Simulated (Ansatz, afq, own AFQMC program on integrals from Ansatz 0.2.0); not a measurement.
**The aluminium atom (doublet): AFQMC on the coupled-cluster ladder, def2-SVP**

Aim: compute the aluminium atom (doublet) with auxiliary-field quantum Monte Carlo on the same integrals as coupled cluster, and set the energies side by side.

The runs use Ansatz 0.2.0, Gaussian basis, and an in-house AFQMC program (afq) on its integrals; all values are calculated; def2-SVP, frozen cores.

The runs, in order: PBE (unrestricted); r2SCAN (unrestricted); PBE0 (unrestricted); B3LYP (unrestricted); wB97M-V (unrestricted); B2PLYP (unrestricted); CCSD(T) on UHF; Phaseless AFQMC, CISD trial on UHF; Phaseless AFQMC, single-determinant trial on UHF; Free-projection AFQMC, CISD trial on UHF.

1 further run of the same task is left out (for a known fault of the program).

### Step 1. The atom

A free atom, in its lowest state of this spin that the program finds.

1 atom, charge 0, spin multiplicity 2.

### Step 2. PBE (unrestricted)

Contents of in.yaml:

```yaml
crystal:
  periodic: [false, false, false]
  atoms:
    - {symbol: Al, position_ang: [0.000000, 0.000000, 0.000000]}
basis:
  gaussian: {orbitals: def2-SVP}
magnetization: {spin_polarized: true, initial_magnetization: 1}
hamiltonian: {xc: {name: PBE}}
output: {orbitals: {seedname: orbitals}}
```

Run with:

```
ansatz run in.yaml --threads 1 --pin off --events-out ev --progress --plain --max-ram 8192MiB --backend cpu
```

Log:

```text
Functional definition: PBE
  name "PBE"
  cite "Perdew, Burke & Ernzerhof, Phys. Rev. Lett. 77, 3865 (1996) doi:10.1103/PhysRevLett.77.3865"
  parent pbe
  parameter kappa = 0.804
  parameter beta = 0.06672455060314922
  exchange = pbe_x(kappa = kappa, mu = beta*pi^2/3)
  correlation = pbe_c(beta = beta)
169 factors; their error is unknown
mean field evaluation 1: about -6588.9873 eV, gradient 1.5e0 eV
mean field evaluation 2: about -6589.0228 eV, gradient 3.0e-1 eV
mean field evaluation 4: about -6589.0241 eV, gradient 9.9e-3 eV
mean field evaluation 8: about -6589.0086 eV, gradient 4.6e-5 eV
mean field evaluation 16: about -6589.0086 eV, gradient 2.0e-5 eV
mean field -6589.00855601 eV, -242.1415982431 hartree, gradient 1.1e-6 eV, S^2 0.752707; 2 other end points of the search recorded, 0 dependent functions left out
reference -6589.00857930 eV, -242.1415990988 hartree; 7, 6 occupied and 11, 12 virtual orbitals, 169 factors
Total energy: -6589.00857930 eV, -242.1415990988 hartree
```

Run time: 0.43 s. Hardware: 1 thread of AMD EPYC 7R13 (Zen 3), shared host.

From the report: ⟨S²⟩ of the determinant 0.753 (pure doublet: 0.75).

### Step 3. r2SCAN (unrestricted)

Edit in.yaml of step 2 so:

```diff
@@ -7,3 +7,2 @@
 magnetization: {spin_polarized: true, initial_magnetization: 1}
-hamiltonian: {xc: {name: PBE}}
-output: {orbitals: {seedname: orbitals}}
+hamiltonian: {xc: {name: r2SCAN}}
```

Same command.

Log:

```text
Functional definition: r2SCAN
  name "r2SCAN"
  cite "Furness, Kaplan, Ning, Perdew & Sun, J. Phys. Chem. Lett. 11, 8208 (2020) doi:10.1021/acs.jpclett.0c02405"
  cite "Furness, Kaplan, Ning, Perdew & Sun, J. Phys. Chem. Lett. 11, 9248 (2020) doi:10.1021/acs.jpclett.0c03077"
  parent r2scan
  parameter k0 = 0.174
  parameter k1 = 0.065
  parameter a1 = 4.9479
  exchange = r2scan_x(k0 = k0, k1 = k1, a1 = a1)
  correlation = r2scan_c
169 factors; their error is unknown
mean field evaluation 1: about -6591.8283 eV, gradient 1.8e0 eV
mean field evaluation 2: about -6591.8784 eV, gradient 3.9e-1 eV
mean field evaluation 4: about -6591.8659 eV, gradient 7.1e-2 eV
mean field evaluation 8: about -6591.8659 eV, gradient 1.4e-4 eV
mean field evaluation 16: about -6591.8659 eV, gradient 6.2e-5 eV
mean field evaluation 32: about -6591.8659 eV, gradient 2.5e-4 eV
mean field -6591.86591374 eV, -242.2466042028 hartree, gradient 1.6e-5 eV, S^2 0.755762; 7 other end points of the search recorded, 0 dependent functions left out
reference -6591.86592453 eV, -242.2466045993 hartree; 7, 6 occupied and 11, 12 virtual orbitals, 169 factors
Total energy: -6591.86592453 eV, -242.2466045993 hartree
```

Wall time 1.9 s (1 thread of AMD EPYC 7R13 (Zen 3), shared host).

From the report: ⟨S²⟩ of the determinant 0.756 (pure doublet: 0.75).

### Step 4. PBE0 (unrestricted)

Edit in.yaml of step 3 so:

```diff
@@ -7,2 +7,3 @@
 magnetization: {spin_polarized: true, initial_magnetization: 1}
-hamiltonian: {xc: {name: r2SCAN}}
+hamiltonian: {xc: {name: PBE0}}
+output: {orbitals: {seedname: orbitals}}
```

Launched as before.

Log:

```text
Functional definition: PBE0
  name "PBE0"
  cite "Adamo & Barone, J. Chem. Phys. 110, 6158 (1999) doi:10.1063/1.478522"
  cite "Perdew, Burke & Ernzerhof, Phys. Rev. Lett. 77, 3865 (1996) doi:10.1103/PhysRevLett.77.3865"
  parent pbe
  parameter a = 0.25
  parameter kappa = 0.804
  parameter beta = 0.06672455060314922
  exchange = (1 - a)*pbe_x(kappa = kappa, mu = beta*pi^2/3) + a*exact_x
  correlation = pbe_c(beta = beta)
98 factors; integrals over basis functions are off by at most 1.3e-4 eV
mean field evaluation 1: about -6589.5939 eV, gradient 1.5e0 eV
mean field evaluation 2: about -6589.6276 eV, gradient 3.4e-1 eV
mean field evaluation 4: about -6589.6299 eV, gradient 3.2e-2 eV
mean field evaluation 8: about -6589.6299 eV, gradient 3.9e-5 eV
mean field -6589.62991919 eV, -242.1644329187 hartree, gradient 3.9e-5 eV, S^2 0.753409; 0 other end points of the search recorded, 0 dependent functions left out
reference -6589.62993664 eV, -242.1644335599 hartree; 7, 6 occupied and 11, 12 virtual orbitals, 98 factors
Total energy: -6589.62993664 eV, -242.1644335599 hartree
```

Run time: 0.27 s. Hardware: 1 thread of AMD EPYC 7R13 (Zen 3), shared host.

From the report: ⟨S²⟩ of the determinant 0.753 (pure doublet: 0.75).

### Step 5. B3LYP (unrestricted)

Edit in.yaml of step 4 so:

```diff
@@ -7,3 +7,2 @@
 magnetization: {spin_polarized: true, initial_magnetization: 1}
-hamiltonian: {xc: {name: PBE0}}
-output: {orbitals: {seedname: orbitals}}
+hamiltonian: {xc: {name: B3LYP}}
```

Same command.

Log (excerpt; [...] marks lines left out):

```text
Functional definition: B3LYP
  name "B3LYP"
  cite "Stephens, Devlin, Chabalowski & Frisch, J. Phys. Chem. 98, 11623 (1994) doi:10.1021/j100096a001"
  cite "Becke, Phys. Rev. A 38, 3098 (1988) doi:10.1103/PhysRevA.38.3098"
  cite "Lee, Yang & Parr, Phys. Rev. B 37, 785 (1988) doi:10.1103/PhysRevB.37.785"
  cite "Vosko, Wilk & Nusair, Can. J. Phys. 58, 1200 (1980) doi:10.1139/p80-159"
[...]
98 factors; integrals over basis functions are off by at most 1.3e-4 eV
[...]
mean field -6593.36152999 eV, -242.3015670863 hartree, gradient 7.1e-5 eV, S^2 0.752517; 2 other end points of the search recorded, 0 dependent functions left out
reference -6593.36167554 eV, -242.3015724351 hartree; 7, 6 occupied and 11, 12 virtual orbitals, 98 factors
Total energy: -6593.36167554 eV, -242.3015724351 hartree
```

Wall time 0.49 s (1 thread of AMD EPYC 7R13 (Zen 3), shared host).

From the report: ⟨S²⟩ of the determinant 0.753 (pure doublet: 0.75).

### Step 6. wB97M-V (unrestricted)

Edit in.yaml of step 5 so:

```diff
@@ -7,2 +7,3 @@
 magnetization: {spin_polarized: true, initial_magnetization: 1}
-hamiltonian: {xc: {name: B3LYP}}
+hamiltonian: {xc: {name: wB97M-V}}
+output: {orbitals: {seedname: orbitals}}
```

Launched as before.

Log (excerpt; [...] marks lines left out):

```text
Functional definition: wB97M-V
  name "wB97M-V"
  cite "Mardirossian & Head-Gordon, J. Chem. Phys. 144, 214110 (2016) doi:10.1063/1.4952647"
  cite "Becke, J. Chem. Phys. 107, 8554 (1997) doi:10.1063/1.475007"
  cite "Vydrov & Van Voorhis, J. Chem. Phys. 133, 244103 (2010) doi:10.1063/1.3521275"
  # Of w^i u^j: cxij and so on, Table III.
[...]
  gx(w, u) = 1 - cx + cx01*u + cx10*w
  gss(w, u) = css00 + css04*u^4 + css10*w + css20*w^2 + css43*w^4*u^3
  gos(w, u) = cos00 + cos10*w + (cos20 + cos21*u)*w^2 + (cos60 + cos61*u)*w^6
[...]
      + integral(e_c_pw_mod_opposite_spin*gos(b97_w_opposite, b97_u_opposite)) + vv10(b, c)
98 factors; integrals over basis functions are off by at most 1.3e-4 eV
48 factors; integrals over basis functions are off by at most 4.8e-5 eV
[...]
mean field -6592.31613944 eV, -242.2631496921 hartree, gradient 2.2e-5 eV, S^2 0.750463; 0 other end points of the search recorded, 0 dependent functions left out
reference -6592.31616470 eV, -242.2631506205 hartree; 7, 6 occupied and 11, 12 virtual orbitals, 98 factors
Total energy: -6592.31616470 eV, -242.2631506205 hartree
```

Wall time 0.88 s (1 thread of AMD EPYC 7R13 (Zen 3), shared host).

From the report: ⟨S²⟩ of the determinant 0.750 (pure doublet: 0.75).

### Step 7. B2PLYP (unrestricted)

Edit in.yaml of step 6 so:

```diff
@@ -7,3 +7,3 @@
 magnetization: {spin_polarized: true, initial_magnetization: 1}
-hamiltonian: {xc: {name: wB97M-V}}
-output: {orbitals: {seedname: orbitals}}
+hamiltonian: {xc: {name: B2PLYP}}
+correlation: {electrons: outside_noble_gas}
```

Same command.

Log (excerpt; [...] marks lines left out):

```text
Functional definition: B2PLYP
  name "B2PLYP"
  cite "Grimme, J. Chem. Phys. 124, 034108 (2006) doi:10.1063/1.2148954"
  cite "Becke, Phys. Rev. A 38, 3098 (1988) doi:10.1103/PhysRevA.38.3098"
  cite "Lee, Yang & Parr, Phys. Rev. B 37, 785 (1988) doi:10.1103/PhysRevB.37.785"
[...]
98 factors; integrals over basis functions are off by at most 1.3e-4 eV
[...]
mean field -6589.25983970 eV, -242.1508327481 hartree, gradient 1.3e-6 eV, S^2 0.754182; 0 other end points of the search recorded, 0 dependent functions left out
5 core orbitals not correlated: weight in the atoms' cores, before any rotation towards them, 1.000 or more for the frozen orbitals, at most 0.000 for the correlated occupied ones
reference -6589.25993184 eV, -242.1508361343 hartree; 2, 1 occupied and 11, 12 virtual orbitals, 98 factors
second order -1.04936396 eV of doubles, -0.00000000 eV of singles
Total energy: -6589.54326011 eV, -242.1612482561 hartree
```

Wall time 0.39 s (1 thread of AMD EPYC 7R13 (Zen 3), shared host).

From the report: ⟨S²⟩ of the determinant 0.754 (pure doublet: 0.75).

### Step 8. CCSD(T) on UHF

Contents of in.yaml:

```yaml
crystal:
  periodic: [false, false, false]
  atoms:
    - {symbol: Al, position_ang: [0.000000, 0.000000, 0.000000]}
basis:
  gaussian: {orbitals: def2-SVP}
magnetization: {spin_polarized: true, initial_magnetization: 1}
correlation: {method: ccsd_t, electrons: outside_noble_gas, hamiltonian_folder: ham}
```

Run with:

```
ansatz run in.yaml --threads 1 --pin off --events-out ev --progress --plain --max-ram 24576MiB --backend cuda --devices 0, --max-vram 18GiB
```

Log (excerpt; [...] marks lines left out):

```text
Functional definition: HF
  name "HF"
  cite "Fock, Z. Phys. 61, 126 (1930) doi:10.1007/BF01340294"
  parent pbe
[...]
98 factors; integrals over basis functions are off by at most 1.3e-4 eV
[...]
mean field -6579.42302617 eV, -241.7893365187 hartree, gradient 3.5e-6 eV, S^2 0.758070; 6 other end points of the search recorded, 0 dependent functions left out
5 core orbitals not correlated: weight in the atoms' cores, before any rotation towards them, 1.000 or more for the frozen orbitals, at most 0.000 for the correlated occupied ones
reference -6579.42302617 eV, -241.7893365187 hartree; 2, 1 occupied and 11, 12 virtual orbitals, 98 factors
second order -0.79022679 eV of doubles, -0.00000000 eV of singles
cycle   1  -1.03272600 eV  change   -2.4e-1 eV  update   5.7e-2
[...]
cycle  10  -1.18503359 eV  change   -7.3e-7 eV  update   1.2e-7
perturbative correction -0.01573584 eV, -0.0005782815 hartree
Total energy: -6580.62379560 eV, -241.8334639813 hartree
```

It took 85 s on 1 × NVIDIA H100 80GB HBM3 with 1 thread of AMD EPYC 7R13 (Zen 3), shared host.

From the report: ⟨S²⟩ of the determinant 0.758 (pure doublet: 0.75); correlation -1.2008 eV; T1 0.013; largest double amplitude 0.12.

This run also writes the integrals to the folder ham.

### Step 9. Phaseless AFQMC, CISD trial on UHF

It reads the integrals that the CCSD(T) run on this determinant wrote.

Run with:

```
afq ham --method phaseless --trial cisd --walkers 4000 --populations 20 --least-time 60 --time-step 0.005 --steps-per-block 50 --equilibration-blocks 28 --max-blocks 4000 --target-error 7e-05 --factor-cut 1e-05 --start spin_pure --seed 313 --release-times 0.24,0.5,1,1.5 --release-step 0.02 --release-every 3 --taylor-order 6
```

Log:

```text
orbitals 13  electrons 2 1  factors 69 of 98
reference energy -241.78933652 Eh
CCSD correlation -0.04354911 Eh in 10 cycles, weight of the determinant in the CISD state 0.9418
energy of the start -241.832871 Eh
 block  time / (1/Eh)  mean weight  energy / Eh
     1     0.250  1.0000  -241.832909
     2     0.500  1.0000  -241.832983
     3     0.750  1.0000  -241.833057
     4     1.000  0.9999  -241.833129
     5     1.250  1.0001  -241.833216
     6     1.500  0.9999  -241.833313
     7     1.750  1.0000  -241.833354
     8     2.000  0.9999  -241.833395
     9     2.250  1.0000  -241.833423
    10     2.500  1.0000  -241.833435
    11     2.750  0.9999  -241.833484
    12     3.000  0.9999  -241.833498
    13     3.250  0.9999  -241.833552
    14     3.500  1.0000  -241.833582
    15     3.750  0.9999  -241.833504
    16     4.000  1.0000  -241.833597
    17     4.250  1.0000  -241.833547
    18     4.500  1.0000  -241.833524
    19     4.750  1.0000  -241.833602
    20     5.000  1.0000  -241.833572
    21     5.250  0.9999  -241.833595
    22     5.500  0.9999  -241.833612
    23     5.750  1.0000  -241.833643
    24     6.000  0.9999  -241.833656
    25     6.250  0.9999  -241.833625
    26     6.500  1.0001  -241.833608
    27     6.750  1.0000  -241.833685
    28     7.000  1.0000  -241.833639
    29     7.250  1.0001  -241.833639
    30     7.500  0.9999  -241.833603
    31     7.750  1.0000  -241.833619
    32     8.000  0.9999  -241.833595
    33     8.250  1.0000  -241.833652
    34     8.500  1.0000  -241.833544
    35     8.750  1.0001  -241.833615
    36     9.000  1.0001  -241.833618
    37     9.250  1.0000  -241.833635
    38     9.500  0.9999  -241.833666
    39     9.750  0.9999  -241.833652
    40    10.000  1.0000  -241.833619
    41    10.250  1.0000  -241.833669
    42    10.500  1.0000  -241.833752
    43    10.750  0.9999  -241.833752
    44    11.000  1.0000  -241.833832
    45    11.250  1.0000  -241.833641
    46    11.500  0.9999  -241.833651
    47    11.750  1.0000  -241.833699
    48    12.000  0.9995  -241.833626
    49    12.250  1.0001  -241.833643
    50    12.500  0.9999  -241.833639
    51    12.750  1.0000  -241.833696
    52    13.000  1.0000  -241.833653
    53    13.250  1.0001  -241.833631
    54    13.500  1.0000  -241.833680
    55    13.750  0.9999  -241.833641
    56    14.000  1.0000  -241.833736
    57    14.250  1.0000  -241.833686
    58    14.500  0.9999  -241.833613
    59    14.750  1.0000  -241.833588
    60    15.000  1.0001  -241.833646
    61    15.250  1.0000  -241.833704
    62    15.500  1.0001  -241.833699
    63    15.750  0.9999  -241.833668
    64    16.000  0.9998  -241.833636
    65    16.250  1.0000  -241.833627
    66    16.500  1.0000  -241.833631
    67    16.750  1.0000  -241.833598
    68    17.000  1.0000  -241.833602
    69    17.250  1.0000  -241.833630
    70    17.500  0.9999  -241.833693
    71    17.750  1.0000  -241.833692
    72    18.000  0.9998  -241.833693
    73    18.250  1.0001  -241.833694
    74    18.500  1.0001  -241.833738
    75    18.750  1.0000  -241.833682
    76    19.000  1.0000  -241.833706
    77    19.250  1.0000  -241.833641
    78    19.500  1.0002  -241.833640
error from the spread of 20 populations
released: time / (1/Eh)  energy / Eh  error  mean overlap
  0.24  -241.833668  0.000015  0.9996
  0.50  -241.833680  0.000011  1.0000
  1.00  -241.833692  0.000011  0.9987
  1.50  -241.833700  0.000008  0.9985
energy -241.833658 +/- 0.000019 Eh
```

Run time: 38 s. Hardware: 1 × NVIDIA H100 80GB HBM3 with 1 thread of AMD EPYC 7R13 (Zen 3), shared host.

Energy -6580.6291 ± 0.0005 eV. Caveats: constraint bias not in the error.

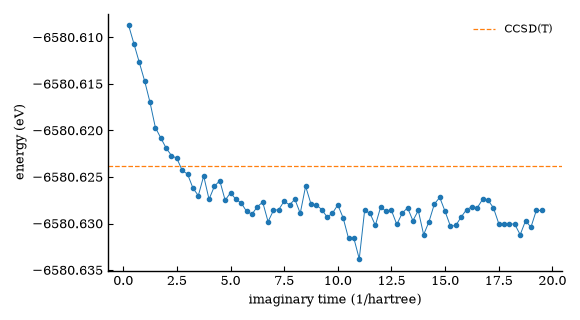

Block energies along the walk.

### Step 10. Phaseless AFQMC, single-determinant trial on UHF

It reads the integrals that the CCSD(T) run on this determinant wrote.

Run with:

```
afq ham --method phaseless --trial hf --walkers 4000 --populations 20 --least-time 40 --time-step 0.005 --steps-per-block 20 --equilibration-blocks 112 --max-blocks 4000 --target-error 0.00033 --factor-cut 1e-05 --start spin_pure --seed 6755 --taylor-order 6
```

Log:

```text
orbitals 13  electrons 2 1  factors 69 of 98
reference energy -241.78933652 Eh
CCSD correlation -0.04354911 Eh in 10 cycles, weight of the determinant in the CISD state 0.9418
energy of the start -241.789414 Eh
 block  time / (1/Eh)  mean weight  energy / Eh
     1     0.100  1.0000  -241.793085
     2     0.200  1.0001  -241.796383
     3     0.300  1.0000  -241.799431
     4     0.400  1.0002  -241.802350
     5     0.500  1.0002  -241.804572
     6     0.600  1.0001  -241.806731
     7     0.700  1.0001  -241.809043
     8     0.800  1.0001  -241.810866
     9     0.900  1.0002  -241.812607
    10     1.000  1.0000  -241.814105
    11     1.100  1.0001  -241.815403
    16     1.600  1.0000  -241.821157
    21     2.100  1.0000  -241.824723
    26     2.600  1.0000  -241.826507
    31     3.100  0.9999  -241.829753
    36     3.600  1.0000  -241.830044
    41     4.100  1.0000  -241.830191
    46     4.600  1.0001  -241.830793
    51     5.100  1.0000  -241.833651
    56     5.600  1.0000  -241.832799
    61     6.100  1.0000  -241.832897
    66     6.600  1.0001  -241.833757
    71     7.100  1.0000  -241.834794
    76     7.600  0.9999  -241.833944
    81     8.100  1.0000  -241.833450
    86     8.600  1.0002  -241.834816
    91     9.100  1.0000  -241.833295
    96     9.600  1.0000  -241.833015
   101    10.100  1.0000  -241.832042
   106    10.600  1.0001  -241.832177
   111    11.100  1.0001  -241.831304
   116    11.600  1.0001  -241.833087
   121    12.100  1.0000  -241.833260
   126    12.600  1.0001  -241.833157
   131    13.100  1.0000  -241.832427
   136    13.600  1.0001  -241.832839
   141    14.100  0.9999  -241.833785
   146    14.600  1.0001  -241.832782
   151    15.100  1.0000  -241.832882
   156    15.600  1.0000  -241.831803
   161    16.100  1.0000  -241.831900
   166    16.600  1.0000  -241.832550
   171    17.100  1.0000  -241.832394
   176    17.600  1.0000  -241.832728
   181    18.100  0.9998  -241.831013
   186    18.600  1.0000  -241.831804
   191    19.100  1.0000  -241.831860
   196    19.600  1.0001  -241.832368
   201    20.100  1.0001  -241.833078
error from the spread of 20 populations
energy -241.832586 +/- 0.000295 Eh
```

It took 18 s on 1 × NVIDIA H100 80GB HBM3 with 1 thread of AMD EPYC 7R13 (Zen 3), shared host.

Energy -6580.5999 ± 0.0080 eV. Caveats: constraint bias not in the error.

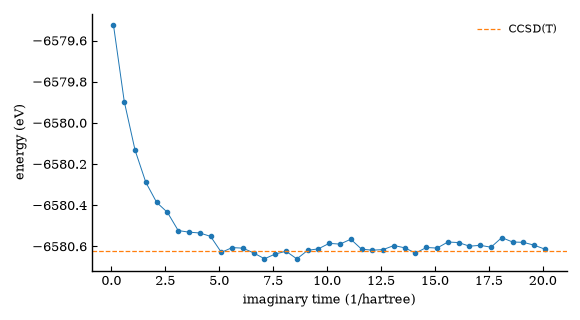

Block energies along the walk.

### Step 11. Free-projection AFQMC, CISD trial on UHF

It reads the integrals that the CCSD(T) run on this determinant wrote.

Run with:

```
afq ham --method free --trial cisd --walkers 4000 --time-step 0.03 --max-blocks 4000 --target-error 0.00013 --factor-cut 1e-05 --seed 1658 --times 0,0.3,0.6,1.2,1.8,2.4,3.6,4.8,6 --taylor-order 8
```

Log:

```text
orbitals 13  electrons 2 1  factors 69 of 98
reference energy -241.78933652 Eh
CCSD correlation -0.04354911 Eh in 10 cycles, weight of the determinant in the CISD state 0.9418
repeat  energy at the last time / Eh  error
    10  -241.833715  0.000006
    20  -241.833716  0.000005
    30  -241.833720  0.000004
time / (1/Eh)  energy / Eh  error  mean overlap
  0.00  -241.832886  0.000000  1.0620
  0.30  -241.833190  0.000002  1.0622
  0.60  -241.833379  0.000003  1.0629
  1.20  -241.833570  0.000003  1.0635
  1.80  -241.833650  0.000003  1.0630
  2.40  -241.833690  0.000004  1.0627
  3.60  -241.833706  0.000005  1.0654
  4.80  -241.833723  0.000006  1.0659
  6.00  -241.833720  0.000004  1.0646
energy -241.833720 +/- 0.000004 Eh
```

It took 14 s on 1 × NVIDIA H100 80GB HBM3 with 1 thread of AMD EPYC 7R13 (Zen 3), shared host.

Energy -6580.6308 ± 0.0001 eV. Caveats: remainder of the start not in the error.

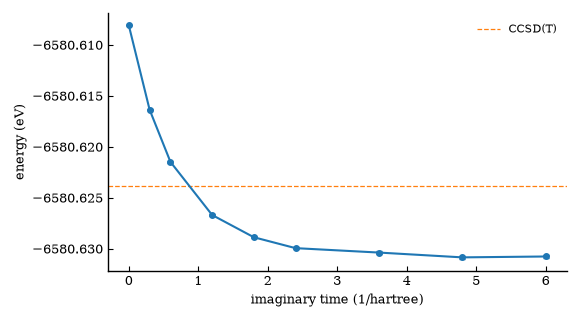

Energy against projection time, with error bars.

### Step 12. AFQMC on the ladder

On the UHF determinant, counted from CCSD(T) (a yardstick, not exact):

```
                                                              level  energy (eV)  from CCSD(T) (kJ/mol)  statistical error (kJ/mol)  time
                                                                 HF   -6579.4230                 +115.9                                  
                                                                MP2   -6580.2133                  +39.6                                  
                                                               CCSD   -6580.6081                   +1.5                                  
                                                            CCSD(T)   -6580.6238                    0.0                                  
              Phaseless AFQMC, CISD trial, step 0.005, 4000 walkers   -6580.6291                   -0.5                         0.0  38 s
Phaseless AFQMC, single-determinant trial, step 0.005, 4000 walkers   -6580.5999                   +2.3                         0.8  18 s
         Free-projection AFQMC, CISD trial, step 0.03, 4000 walkers   -6580.6308                   -0.7                         0.0  14 s
```

The functionals' totals stand on their own zeros and serve differences with other points: PBE -6589.009 eV; r2SCAN -6591.866 eV; PBE0 -6589.630 eV; B3LYP -6593.362 eV; wB97M-V -6592.316 eV; B2PLYP -6589.543 eV.

### Step 13. Summary of results

| quantity | value |
| --- | --- |
| Phaseless AFQMC, CISD trial on UHF from CCSD(T) | -0.5 ± 0.0 kJ/mol |
| Phaseless AFQMC, single-determinant trial on UHF from CCSD(T) | +2.3 ± 0.8 kJ/mol |
| Free-projection AFQMC, CISD trial on UHF from CCSD(T) | -0.7 ± 0.0 kJ/mol |

**Reading.** On UHF the phaseless walk with the CISD trial lies -0.5 kJ/mol from CCSD(T), 10 times its error bar. A single-determinant trial moves the result by +2.8 kJ/mol. Free projection has no constraint; at the last time it gives -0.7 ± 0.0 kJ/mol, and from a start that isn't spin pure other spins can mix in. Error bars are statistical and leave out the constraint, the time step and what remains of the start.
